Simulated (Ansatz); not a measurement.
# Br and Li on Al(100), bridge start, 2x2 cell: work function, bands and core levels, part 3 of 4

Aim: how the adsorbate changes the work function, the valence spectrum and the core levels in Br and Li on Al(100), bridge start, 2x2 cell.

Ansatz 0.2.0; DFT, PBE, plane-wave PAW, default files, scalar-relativistic.

So far, work function, upper face (eV): step 2 (the clean face) 4.27; step 3 (relaxing the atoms) 3.76.

### Step 4. Layer-resolved bands, DOS and potential

The main run: bands along the zone's path, each state's share in the top and middle regions, the DOS and the planar potential. The cell holds 4 small cells, so the bands are unfolded.

The input, input.yaml:

```yaml
crystal:
  lattice:
    - [5.713422792, 0.0, 0.0]
    - [0.0, 5.713422792, 0.0]
    - [0.0, 0.0, 25.13]
  atoms:
    - { symbol: Br, position: [-0.0992372897, 0.0, 0.7379704699] }
    - { symbol: Li, position: [0.8375795361, 0.5, 0.7203009417] }
    - { symbol: Al, position: [-0.0169587945, 0.0, 0.6339295249] }
    - { symbol: Al, position: [0.4768793589, 0.0, 0.6218796815] }
    - { symbol: Al, position: [0.0088123473, 0.5, 0.6177804642] }
    - { symbol: Al, position: [0.5065852948, 0.5, 0.6225767564] }
    - { symbol: Al, position: [0.2503190718, 0.2490722543, 0.5393840186] }
    - { symbol: Al, position: [0.7496561747, 0.2481036453, 0.5409866961] }
    - { symbol: Al, position: [0.2503190718, 0.7509277457, 0.5393840186] }
    - { symbol: Al, position: [0.7496561747, 0.7518963547, 0.5409866961] }
    - { symbol: Al, position: [0.0, 0.0, 0.459212097] }
    - { symbol: Al, position: [0.5, 0.0, 0.459212097] }
    - { symbol: Al, position: [0.0, 0.5, 0.459212097] }
    - { symbol: Al, position: [0.5, 0.5, 0.459212097] }
    - { symbol: Al, position: [0.25, 0.25, 0.378830084] }
    - { symbol: Al, position: [0.75, 0.25, 0.378830084] }
    - { symbol: Al, position: [0.25, 0.75, 0.378830084] }
    - { symbol: Al, position: [0.75, 0.75, 0.378830084] }
    - { symbol: Al, position: [0.0, 0.0, 0.29844807] }
    - { symbol: Al, position: [0.5, 0.0, 0.29844807] }
    - { symbol: Al, position: [0.0, 0.5, 0.29844807] }
    - { symbol: Al, position: [0.5, 0.5, 0.29844807] }
kpoints:
  mp_grid: { grid: [8, 8, 1] }
scf:
  occupations: { method: fermi_dirac, width: 0.05 }
  n_extra_bands: 25
hamiltonian:
  xc: pbe
  pseudopotentials: { kind: paw }
output:
  forces: true
  write_potential: true
  volumetric_format: []
  efg: { contact_densities: true }
  dos:
    projected:
      site_lists:
        adsorbate: [0, 1]
        layer_1: [2, 3, 4, 5]
        layer_2: [6, 7, 8, 9]
        layer_3: [10, 11, 12, 13]
        other_layers: [14, 15, 16, 17, 18, 19, 20, 21]
    de: 0.05
    e_range: [-30, 12]
    method: { smearing: { sigma: 0.15, scheme: gaussian } }
  eigenstates:
    kpoints:
      - [0.0, 0.0, 0.0]
      - [-0.07142857, -0.07142857, 0.0]
      - [-0.14285714, -0.14285714, 0.0]
      - [-0.21428571, -0.21428571, 0.0]
      - [-0.28571429, -0.28571429, 0.0]
      - [-0.35714286, -0.35714286, 0.0]
      # [... 24 more points ...]
      - [0.0, -0.2, 0.0]
      - [0.0, -0.1, 0.0]
    e_range: [-8.0, 4.0]
    unfold:
      supercell_matrix: [[2, 0, 0], [0, 2, 0], [0, 0, 1]]
      layers:
        axis: 3
        edges: [0.139276, 0.420214, 0.420314, 0.58168, 0.58178, 0.897141]
efield:
  axis: 3
  dipole_correction: true
```

Started as:

```
$ ansatz run input.yaml --threads 4 --pin off --max-ram 12288MiB --backend cpu --events-out ev --progress --plain --runs-dir out
```

Numbers of over 12 decimals in the logs are rounded to 6 here.

Output:

```text
[...]
Crystal: 22 atoms, lattice volume = 820.324 Å³
Basis set: ecut = 420 eV, 16119 PW (Γ), exchange–correlation on 80×80×360 points (8 copies of the dense FFT grid, shifted against one another)
Bands: 60, of which v1, the nominal top of the filled ones, is band 35 counted from 1 (34 counted from 0)
Symmetry: 2 space group operations
[...]
k-points: 25 of 64 (time reversal used)
[...]
SCF iter   1: F=—  HF=-13736.489035 eV  |F-HF|=—  |Δ(HF+E_count)|=         —  Δρ=1.42e-3  dr2=6.39e-1  ethr=1.77e-3  p=0.081 e·Å  D=1.78e-2 V/Å  ΔV_dip=-0.45 eV  dr2_dipole=3.66e-1  V_vac-E_F(+/−)=3.66/4.11 eV  ⟨swp⟩=8.0  Hψ=8758  notcnv=0  defer=161
[...]
SCF iter   7: F=-13736.476364 eV  HF=-13736.476364 eV  |F-HF|=1.43e-8  |Δ(HF+E_count)|=   2.53e-7  Δρ=1.18e-6  dr2=2.44e-8  ethr=1.43e-10  p=0.106 e·Å  D=2.35e-2 V/Å  ΔV_dip=-0.59 eV  dr2_dipole=4.26e-10  V_vac-E_F(+/−)=3.72/4.31 eV  ⟨swp⟩=36.5  Hψ=17399  notcnv=0
SCF 1 converged in 7 iterations: F = -13736.476364 eV  dr2 = 2.44e-8
[...]
efield: sawtooth ramp at fractional position 0.9682 (kept from the solve that this one continues, or follows in the run), width 0.1000; the density the first Hamiltonian is built on has a dipole p = 0.106 e·Å; the dipole correction subtracts the counter field D = 2.35e-2 V/Å, which shifts the + side's vacuum level by -0.59 eV against the − side's; the planar-averaged density in the ramp window peaks in size at 7.4e-6 e/Å³
[...]
SCF converged after 7 iterations
Free energy (F): -13736.476364 eV
[...]
Internal energy: -13736.393155 eV  (E = F + TS)
E sigma→0 (E₀):  -13736.434760 eV
Entropy (-TS):   -0.083209 eV (-3.782 meV/atom)
Fermi energy:    1.314626 eV
Dipole field:    D = 0.023483 V/Å  (p = 0.106459 e·Å, saw-weighted, corrected)
Work function:   Φ+ = 3.7152 eV   Φ− = 4.3052 eV
[...]
--- Forces (eV/Å), atoms counted from 1 ---
  atom   1  Br     0.00713450     0.00000000     0.03633638
  atom   2  Li    -0.00125006     0.00000000     0.00393302
  atom   3  Al    -0.00551670     0.00000000    -0.00996529
  atom   4  Al     0.00864578     0.00000000    -0.05750362
  atom   5  Al    -0.00994842     0.00000000    -0.07045897
  atom   6  Al     0.00961823     0.00000000    -0.03532763
  atom   7  Al    -0.00399992    -0.05083533     0.08000376
  atom   8  Al     0.00267371    -0.01478303     0.08971176
  atom   9  Al    -0.00399992     0.05083533     0.08000376
  atom  10  Al     0.00267371     0.01478303     0.08971176
  atom  11  Al    -0.00842971     0.00000000     0.05087605
  atom  12  Al     0.03200249     0.00000000    -0.03399153
  atom  13  Al    -0.04802632     0.00000000     0.00726224
  atom  14  Al     0.03439727     0.00000000     0.07087451
  atom  15  Al    -0.00515511     0.00093466     0.04859229
  atom  16  Al    -0.00052670    -0.00460355     0.05377271
  atom  17  Al    -0.00515511    -0.00093466     0.04859229
  atom  18  Al    -0.00052670     0.00460355     0.05377271
  atom  19  Al     0.00093156     0.00000000    -0.08631393
  atom  20  Al    -0.00540170     0.00000000    -0.12551701
  atom  21  Al     0.00307053     0.00000000    -0.13985526
  atom  22  Al    -0.00322986     0.00000000    -0.15456073
  max |Σ_I F_I| component: 5.08e-5 eV/Å
--- PAW observables at the nuclei: V_zz in 10²¹ V/m², potentials from the cell's mean, atoms counted from 1 ---
  atom   1  Br V_zz =   -16.586076   η = 0.3304   by run symmetry: allowed
            electrostatic potential = -4901.400454 V   contact ρ = 293242.505934 e/Å³
  atom   2  Li V_zz =    +0.107585   η = 0.3591   by run symmetry: allowed
            electrostatic potential = -160.877012 V   contact ρ = 94.282848 e/Å³
  atom   3  Al V_zz =    +1.412802   η = 0.2977   by run symmetry: allowed
            electrostatic potential = -1221.146945 V   contact ρ = 10089.419737 e/Å³
  atom   4  Al V_zz =    +0.892179   η = 0.5450   by run symmetry: allowed
            electrostatic potential = -1221.845776 V   contact ρ = 10089.659805 e/Å³
  atom   5  Al V_zz =    -0.882344   η = 0.5653   by run symmetry: allowed
            electrostatic potential = -1222.122522 V   contact ρ = 10088.437309 e/Å³
  atom   6  Al V_zz =    +0.432808   η = 0.3097   by run symmetry: allowed
            electrostatic potential = -1221.785355 V   contact ρ = 10089.454122 e/Å³
  atom   7  Al V_zz =    +0.494920   η = 0.2011   by run symmetry: allowed
            electrostatic potential = -1221.757835 V   contact ρ = 10087.027142 e/Å³
  atom   8  Al V_zz =    +0.473753   η = 0.8734   by run symmetry: allowed
            electrostatic potential = -1221.701447 V   contact ρ = 10086.987392 e/Å³
  atom   9  Al V_zz =    +0.494920   η = 0.2011   by run symmetry: allowed
            electrostatic potential = -1221.757835 V   contact ρ = 10087.027142 e/Å³
  atom  10  Al V_zz =    +0.473753   η = 0.8734   by run symmetry: allowed
            electrostatic potential = -1221.701447 V   contact ρ = 10086.987392 e/Å³
  atom  11  Al V_zz =    +0.350024   η = 0.0586   by run symmetry: allowed
            electrostatic potential = -1221.816854 V   contact ρ = 10087.131515 e/Å³
  atom  12  Al V_zz =    +0.213074   η = 0.1196   by run symmetry: allowed
            electrostatic potential = -1221.873626 V   contact ρ = 10087.259214 e/Å³
  atom  13  Al V_zz =    +0.110332   η = 0.1149   by run symmetry: allowed
            electrostatic potential = -1221.869688 V   contact ρ = 10087.198229 e/Å³
  atom  14  Al V_zz =    +0.063693   η = 0.3154   by run symmetry: allowed
            electrostatic potential = -1221.851747 V   contact ρ = 10086.939416 e/Å³
  atom  15  Al V_zz =    -0.198507   η = 0.1420   by run symmetry: allowed
            electrostatic potential = -1221.787541 V   contact ρ = 10086.777382 e/Å³
  atom  16  Al V_zz =    -0.158255   η = 0.0848   by run symmetry: allowed
            electrostatic potential = -1221.781168 V   contact ρ = 10086.789475 e/Å³
  atom  17  Al V_zz =    -0.198507   η = 0.1420   by run symmetry: allowed
            electrostatic potential = -1221.787541 V   contact ρ = 10086.777382 e/Å³
  atom  18  Al V_zz =    -0.158255   η = 0.0848   by run symmetry: allowed
            electrostatic potential = -1221.781168 V   contact ρ = 10086.789475 e/Å³
  atom  19  Al V_zz =    +1.014023   η = 0.0045   by run symmetry: allowed
            electrostatic potential = -1221.788664 V   contact ρ = 10089.726120 e/Å³
  atom  20  Al V_zz =    +1.090375   η = 0.0309   by run symmetry: allowed
            electrostatic potential = -1221.772573 V   contact ρ = 10089.742051 e/Å³
  atom  21  Al V_zz =    +1.049454   η = 0.0248   by run symmetry: allowed
            electrostatic potential = -1221.780518 V   contact ρ = 10089.662776 e/Å³
  atom  22  Al V_zz =    +0.932363   η = 0.0064   by run symmetry: allowed
            electrostatic potential = -1221.804573 V   contact ρ = 10089.657799 e/Å³
--- Band table (eV; the first three rows and the last of 25) ---
  k-point 0: bands = [... 31 lower, 0.0341, 0.1023, 0.8090, 0.9709, 0.9779, 1.1479, 1.2460, 1.4139, ... 21 higher]
  k-point 1: bands = [... 31 lower, 0.4437, 0.4956, 0.6299, 0.7233, 0.7806, 1.3626, 1.5023, 1.8313, ... 21 higher]
  k-point 2: bands = [... 31 lower, -0.1947, -0.0043, 1.2955, 1.3681, 1.6017, 1.6337, 1.8202, 1.8923, ... 21 higher]
  k-point 24: bands = [... 31 lower, 1.2945, 1.6203, 1.6540, 1.7011, 1.7378, 1.7652, 2.2298, 2.2450, ... 21 higher]
```

The job ended after 2.2 min (4 threads of Arm Neoverse V1, shared host; peak memory 2.5 GiB; 8.6 min of CPU time).

Reading the cycles: dr2 is the Hartree energy of the density residual (eV), the measure of convergence; HF is the Harris–Foulkes estimate of the energy, which meets the free energy F at convergence.

Numbers from this step:

| Quantity | Value |
| --- | --- |
| free energy | -13736.4764 eV |
| energy at zero smearing | -13736.4348 eV |
| smearing term TS | 0.08321 eV |
| Fermi energy | 1.315 eV |
| share of occupied states in no projected shell | 0.0137 of the occupied states in the window |
| DOS at the Fermi level | 9.886 states/eV/cell |
| work function, upper face | 3.715 eV |
| work function, lower face | 4.305 eV |

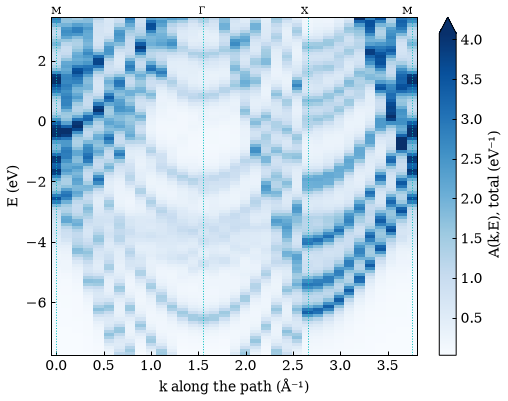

A(k,E), total over k along the path and E. Zero: Fermi level.

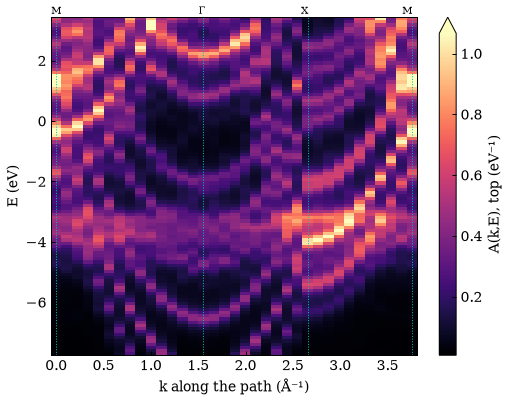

A(k,E), top over k along the path and E. Zero: Fermi level.

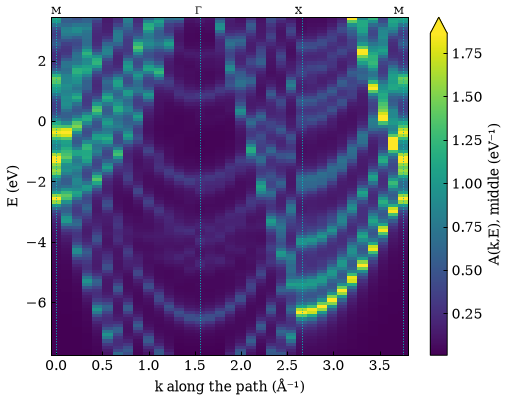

A(k,E), middle over k along the path and E. Zero: Fermi level.

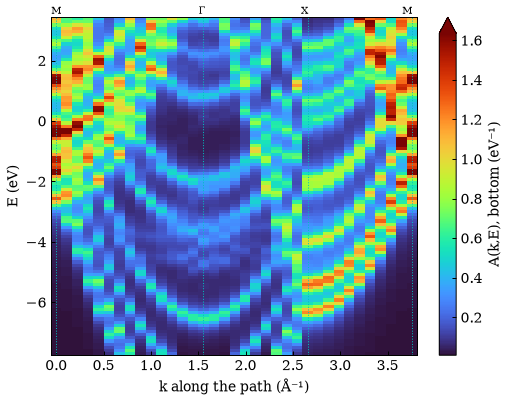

A(k,E), bottom over k along the path and E. Zero: Fermi level.

Peaks of A(k,E) at the labelled points: for each region the eleven nearest the zero at most, each over 6 % of that point's highest, less those above the energy where the solved bands run out; weight and spread sum the levels within three half widths or 0.3 eV, so near peaks share levels. Peaks of the spectral function, the first 40 of 107 rows:

```tsv
point	weight on	E (eV)	A (1/eV)	weight near the peak	rms spread of levels (eV)
M	total	-2.58	3.534	2.009	0.036
M	total	-1.68	4.038	4.064	0.236
M	total	-1.26	4.06	3.877	0.221
M	total	-0.36	5.002	3.982	0.161
M	total	1.38	4.645	4.028	0.202
M	total	2.56	1.906	0.978	0.088
M	total	3.38	2.829	2.969	0.169
M	top	-4.72	0.167	0.07	0
M	top	-3.7	0.49	0.649	0.34
M	top	-3.2	0.514	0.511	0.241
M	top	-2.58	0.262	0.105	0.13
M	top	-1.7	0.704	0.536	0.219
M	top	-0.34	1.296	1.003	0.154
M	top	1.38	1.366	1.218	0.215
M	top	2.56	0.538	0.314	0.138
M	middle	-2.58	1.953	1.153	0.015
M	middle	-1.66	1.598	1.878	0.223
M	middle	-1.24	2.147	1.847	0.216
M	middle	-0.36	1.829	1.405	0.157
M	middle	1.38	1.44	1.26	0.197
M	middle	2.56	0.53	0.239	0.033
M	middle	3.36	1.093	1.119	0.172
M	bottom	-2.58	1.317	0.751	0.019
M	bottom	-1.68	1.743	1.647	0.223
M	bottom	-1.26	1.561	1.599	0.217
M	bottom	-0.36	1.878	1.571	0.168
M	bottom	1.4	1.848	1.549	0.195
M	bottom	2.56	0.837	0.424	0.033
Γ	total	-6.54	1.565	0.975	0.028
Γ	total	-5.42	0.224	0.056	0.033
Γ	total	-4.72	0.868	0.477	0
Γ	total	-3.96	0.914	0.918	0.25
Γ	total	-3.46	0.93	1.039	0.293
Γ	total	-2.22	0.856	0.953	0.201
Γ	total	-1.92	1.032	0.949	0.198
Γ	total	0.14	0.299	0.155	0.297
Γ	total	0.82	1.32	0.81	0.073
Γ	total	2.2	1.418	0.971	0.153
Γ	total	3.36	1.445	0.906	0.115
Γ	top	-6.54	0.452	0.279	0.029
```

The DOS has structure finer than the step of the table below, so its rows give means over 1 eV, whole bins alone (the curve runs from -17.3 to 3.12 eV). Peaks (eV: height): total -4.0: 12.8, 0.6: 10.6, 1.7: 14.4, 2.5: 13.6; Al 3p -0.7: 7.10, 0.7: 7.44, 1.6: 9.32, 2.5: 7.95; Al 3s -2.9: 3.14, 0.0: 2.83, 1.7: 3.57, 2.5: 2.97; Br 4p -3.9: 3.96, -3.3: 3.45; Li 2p* 1.7: 1.32, 2.5: 1.70.

* holds the states left over by the projection beside any projected weight of its own. Table of DOS by E, zero at the Fermi level; means over each step; values in states/eV/cell:

```tsv
E (eV)	total	Al 3p	Al 3s	Br 4p	Li 2p*	Li 2s	Br 4s
-16	0.197	0.0118	0.00216	3.4e-5	0	0.00499	0.178
-15	1.80	0.107	0.0197	3.1e-4	0	0.0458	1.63
-14	0	0	0	0	0	0	0
-13	0	0	0	0	0	0	0
-12	0	0	0	0	0	0	0
-11	0.380	0.0989	0.280	1.0e-4	2.5e-4	8.5e-4	2.4e-5
-10	1.88	0.898	0.972	7.9e-4	0.00216	0.00348	3.4e-4
-9	2.81	1.65	1.14	0.00187	0.00512	0.00419	7.6e-4
-8	3.94	2.46	1.45	0.00880	0.0102	0.00785	0.00311
-7	4.39	2.82	1.52	0.0226	0.0166	0.00554	0.00428
-6	5.95	3.72	2.05	0.119	0.0322	0.0102	0.0133
-5	6.57	3.87	2.13	0.490	0.0496	0.0151	0.0165
-4	9.29	4.52	2.17	2.40	0.0979	0.0976	0.0101
-3	9.28	4.82	2.37	1.94	0.132	0.0116	0.00103
-2	8.31	5.63	2.22	0.290	0.151	0.0212	0.00490
-1	9.10	6.26	2.37	0.184	0.265	0.0195	0.00782
0	8.60	5.81	2.27	0.105	0.388	0.0182	0.00739
1	9.33	6.11	2.35	0.0709	0.654	0.125	0.0174
2	11.0	6.89	2.57	0.0669	1.12	0.370	0.0286
```

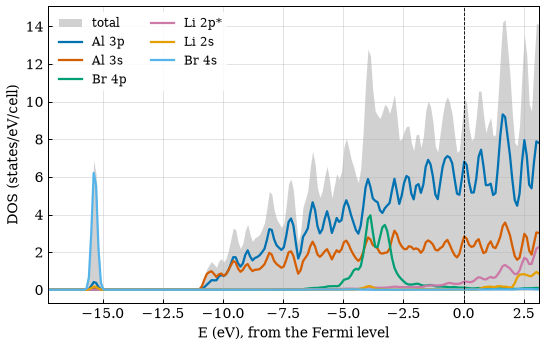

DOS, plotted against E.

Sums over each group's atoms; a table of it gives point samples, which can step over narrow peaks. The DOS of the group by E, zero at the Fermi level; 7 of 11 lines; values in states/eV:

```tsv
E (eV)	other layers: Al 3p	layer 1: Al 3p	layer 3: Al 3p	layer 2: Al 3p	other layers: Al 3s	adsorbate: Br 4p	layer 1: Al 3s
-12	0	0	0	0	0	0	0
-10	0.295	0.0768	0.240	0.167	0.307	4.4e-4	0.0605
-8	1.27	0.373	0.605	0.874	0.739	0.0102	0.409
-6	1.21	0.523	0.801	0.692	0.715	0.109	0.526
-4	2.00	1.32	1.09	1.19	1.13	3.32	0.479
-2	2.17	1.12	0.916	0.985	0.959	0.303	0.525
0	2.64	1.71	0.948	1.03	0.986	0.107	0.624
2	2.61	1.56	1.06	1.04	0.991	0.0590	0.463
```

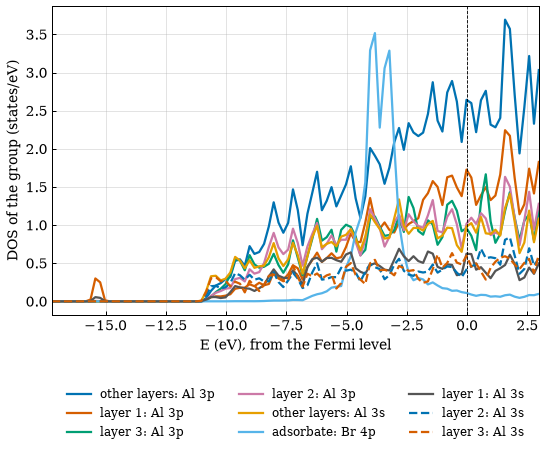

DOS of the group, plotted against E.

This run's widths, added to any smearing of the DOS itself: Gaussian 0.6 eV, Lorentzian 0.1 eV plus 0.08 an eV of depth. Table of intensity by binding energy, zero at the Fermi level; values in % of the maximum within 13 eV:

```tsv
binding energy (eV)	21.2 eV	100 eV	1486.7 eV	5950 eV
0.0	5.45	25.1	14.2	15.4
2.5	34.9	59.3	47.7	49.7
5.0	25.9	46.8	38.2	41.1
7.5	3.26	20.8	14.3	16.8
10.0	1.12	8.69	7.45	9.72
12.5	-	3.77	3.00	5.61
15.0	-	41.2	32.2	67.6
```

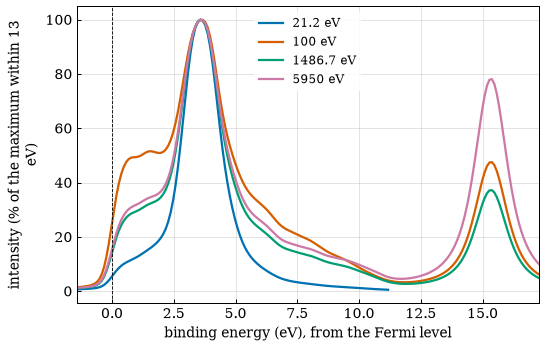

Intensity, plotted against binding energy.

Maxima picked by a test of local sharpness, so broad peaks and shoulders can be missing; peaks within 0.45 eV of a curve's cut are left out. Valence peaks, by row:

```tsv
photon energy (eV)	binding energy (eV)	height (% of the maximum within 13 eV)	main shell	its share (%)
21.2	3.6	100	Br 4p	96.95
100	15.35	47.62	Br 4s	96.97
100	3.65	100	Br 4p	64.22
100	1.55	51.53	Al 3p	53.63
1487	15.35	37.28	Br 4s	98.81
1487	3.6	100	Br 4p	80.27
5950	15.35	78.27	Br 4s	99.43
5950	3.6	100	Br 4p	77.16
```

The planar mean, electrostatic potential oscillates, so the rows of the table below give means over windows of 2 Å about each position, cut where the curve ends. Its maxima inside the range that stand out by 2 % of the span (Å: eV): 2.0: 4.31, 8.5: -2.11, 10.5: -2.16, 12.6: -1.98, 14.7: -1.69, 17.3: 2.31. Its minima: 7.5: -5.91, 9.5: -6.11, 11.6: -6.04, 13.5: -6.11, 15.6: -5.84, 18.4: -3.07.

From the Fermi level. Table of planar mean, electrostatic potential by z; means over each step:

```tsv
z (Å)	planar mean, electrostatic potential (eV)
0	4.02
2	4.27
4	4.29
6	1.92
8	-4.55
10	-4.65
12	-4.58
14	-4.45
16	-3.49
18	-0.435
20	2.94
22	3.71
24	3.74
```

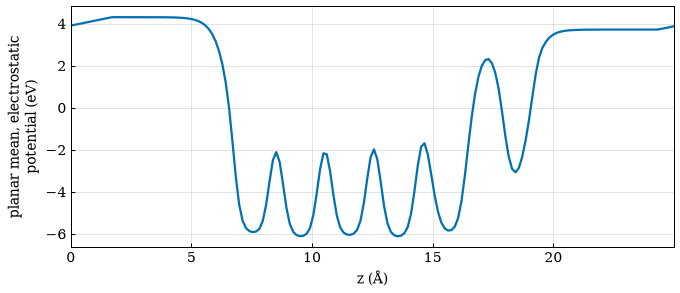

Planar mean, electrostatic potential, plotted against z.

The intensity has structure finer than the step of the table below, so its rows give means over 2 eV, whole bins alone (the curve runs from -17.3 to 1.43 eV). Peaks (eV: height): Br K-beta valence -3.6: 100.0; Br K-beta valence, E along x -3.2: 118; Br K-beta valence, E along y -3.9: 114; Br K-beta valence, E along z -4.2: 80.5; Br L3-N1 -15.4: 99.9.

Shapes are the site's partial DOS without matrix elements, which overweights lines from ligand s bands. Intensity against emission energy less the core level's binding energy, zero at the Fermi level; means over each step; 7 of 10 lines; values in % of the unpolarised maximum:

```tsv
emission energy less the core level's binding energy (eV)	Br K-beta valence	Br K-beta valence, E along x	Br K-beta valence, E along y	Br K-beta valence, E along z	Br L3-N1	Al K-beta	Al K-beta, E along x
-16	1.61	1.53	1.66	1.65	73.0	1.31	0.940
-14	2.30	2.15	2.37	2.40	48.9	1.67	1.48
-12	3.57	3.24	3.64	3.82	11.8	3.50	3.52
-10	6.28	5.41	6.33	7.11	4.93	16.4	16.9
-8	13.6	10.8	13.5	16.6	3.19	38.4	39.8
-6	38.6	29.1	40.8	46.1	3.34	56.8	58.9
-4	89.4	91.4	101	76.1	2.73	73.6	76.8
-2	60.1	77.7	53.8	48.8	1.79	91.9	91.8
0	21.8	25.5	18.4	21.5	1.35	54.1	49.6
```

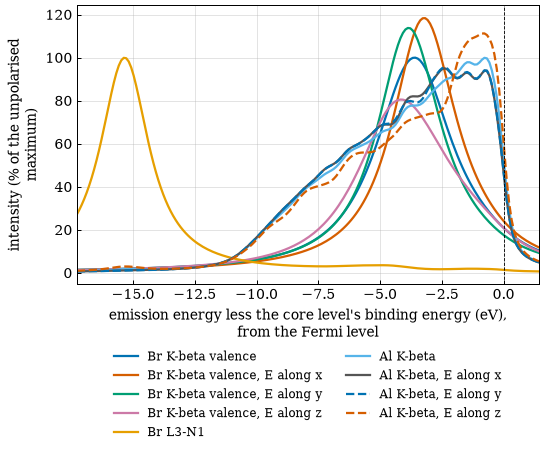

Intensity against emission energy less the core level's binding energy.

[end of part 3 of 4]

[Logs are printed without paths, hosts, clocks, repeated set-up lines and the standing remarks that a program may print on its own settings, such as how far it seeks lower states.]

[Hosts, paths, dates, database ids (printed as entryN), source tags and the programs' standing remarks are cut or masked in the printed files.]

[Maps of the electrostatic potential energy from Ansatz leave out the sawtooth potential of an applied field or a dipole correction, so their vacuum need not be flat; work functions include it.]
